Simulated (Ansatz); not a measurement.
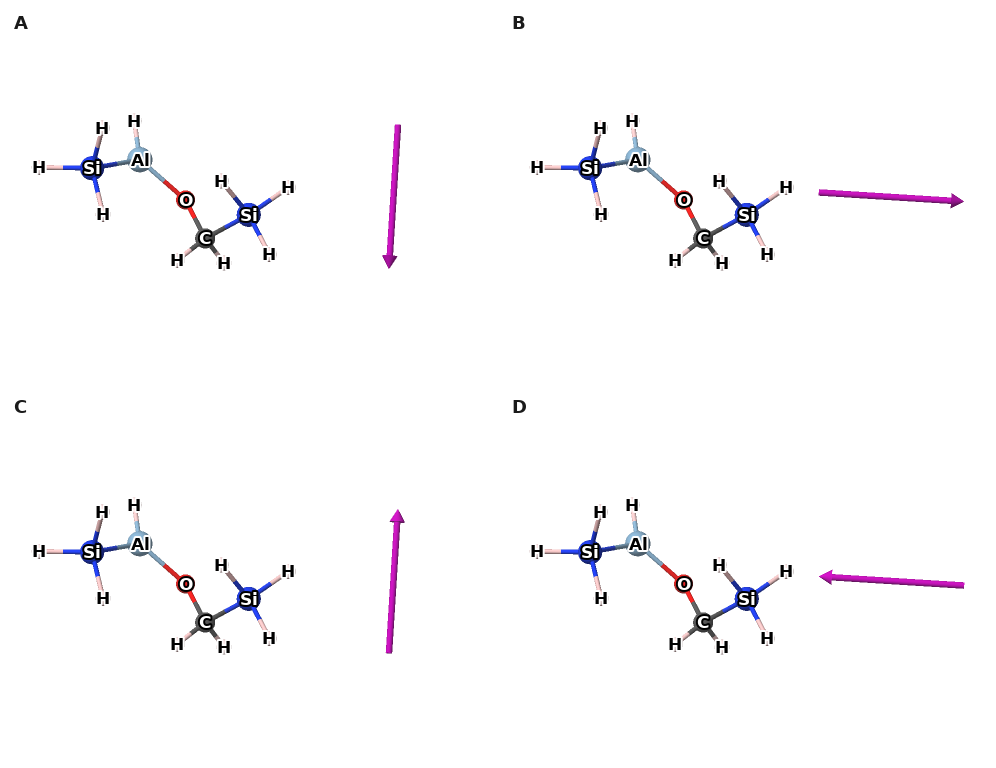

The same molecule four times, each with an arrow. The geometry was computed by an optimisation with PBE-D4/def2-SVP. No frequency run is at hand to confirm it as a minimum. Properties computed with RKS PBE-D4/def2-SVP (Ansatz 0.2.0).

Question: Which arrow points along the dipole moment, from the negative to the positive end?

Answer: A. The dipole moment is 0.79 D.
